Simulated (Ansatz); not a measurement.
**GaP under a change: x(As) = 0.5, 4 atoms, P-4m2**

Start from GaP in the zinc blende structure (space group F-43m, No. 216; a = 5.438 Å).

The other end (x = 1) is AsP in the zinc blende structure (space group F-43m, No. 216; a hypothetical phase, not in the database extracts checked): 23.89 Å³/atom, gap zero; this end may not be an ambient phase.

Now apply this change: a fraction x = 0.5 of the Ga sites is given to As, ordered in a cell of 4 atoms (starting symmetry P-4m2) and fully relaxed.

Calculations: Kohn–Sham DFT with the PBEsol functional, run in Ansatz (a quantum-chemistry and plane-wave program) with PAW and 420 eV plane waves, no spin-orbit coupling. k-mesh 11×11×11 (Γ-centred); smearing 0.05 eV (Fermi–Dirac).

| quantity | base | changed | shift |
|---|---|---|---|
| volume per atom | 20.11 Å³ | 19.71 Å³ | -0.393 Å³ |
| shortest interatomic distance | 2.355 Å | 2.366 Å | +0.011 Å |
| band gap | 1.45 eV | zero | – |
| mixing energy (to 0.01 eV only: unlike meshes or grids) (against an end that may be hypothetical) | – | 0.00 eV/atom | – |
| deviation of the volume from the linear (Vegard-type) interpolation | – | -10.4 % | – |
| mean first-shell distances | – | Ga–P 2.430 Å (end compound 2.355 Å), As–P 2.366 Å (end compound 2.494 Å) | – |

Final structure:

```yaml
crystal:
  lattice:
    - [4.28842, 0.00000, 0.00000]
    - [0.00000, 4.28842, 0.00000]
    - [0.00000, 0.00000, 4.28779]
  atoms:
    - { symbol: P, position: [0.50000, 0.00000, 0.26654] }
    - { symbol: P, position: [0.00000, 0.50000, 0.73346] }
    - { symbol: Ga, position: [0.00000, 0.00000, 0.00000] }
    - { symbol: As, position: [0.50000, 0.50000, 0.50000] }
```

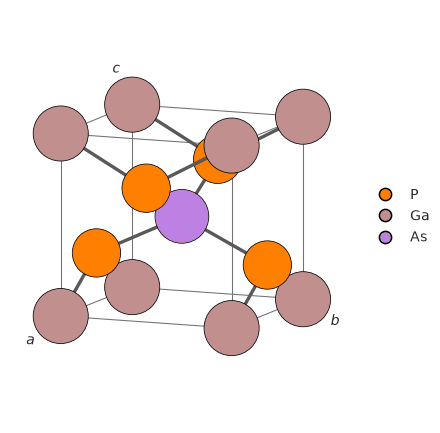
Fig. 1. The relaxed conventional cell after the change

Each cell is one ordered arrangement of few atoms, which overstates ordering effects compared with a random alloy. Stability against distortions was not tested. The final runs are not spin-polarised. Under x(As) = 0.5, 4 atoms, P-4m2 the cell changed shape so far that it is another structure.
